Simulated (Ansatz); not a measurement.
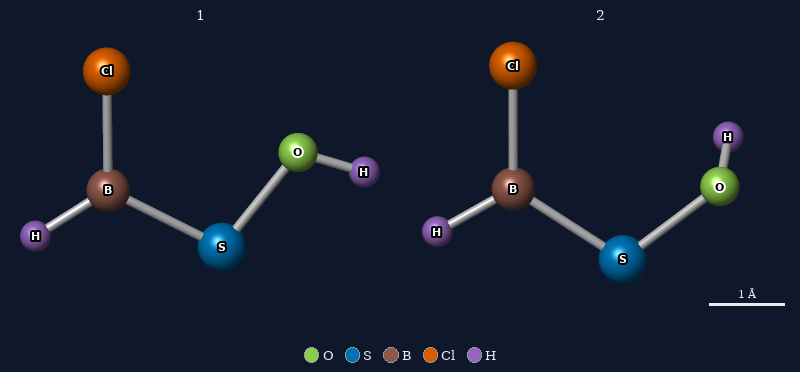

Two geometries of BH₂SOCl, drawn at one scale. One is the start of a relaxation, the other its converged end. A ball-and-stick model, seen at a tilt.

Level of theory: RKS PBE-D4/6-31G* in Ansatz. Settings: no spin polarisation; force threshold 0.015 eV/Å; at most 40 steps.

**Which geometry has the lower energy?**

Structure 2 is the relaxed one. The run prepares an end point of a later path (torsion) calculation, from a guessed geometry. After 16 accepted moves (19 points after the start) the energy has fallen by 4.72 kcal/mol. The largest force component goes from 1.2 to 0.011 eV/Å. The line search rejected the trial steps at points 3, 11, 17 of the run. An H atom moves most after the best rigid fit: 0.72 Å. Largest moves by element: H 0.72 Å, O 0.60 Å, S 0.22 Å, Cl 0.12 Å, B 0.07 Å. Among the contacts that change: B–Cl 1.708 → 1.757 Å, B–H 1.168 → 1.201 Å, O–S 1.679 → 1.706 Å, H–O 0.964 → 0.983 Å. Among the angles between lasting bonds that change: O–S–B 98.5° → 106.4°, S–B–Cl 120.1° → 124.1°, S–B–H 118.2° → 114.7°. Groups turn about O–S by about 100°.
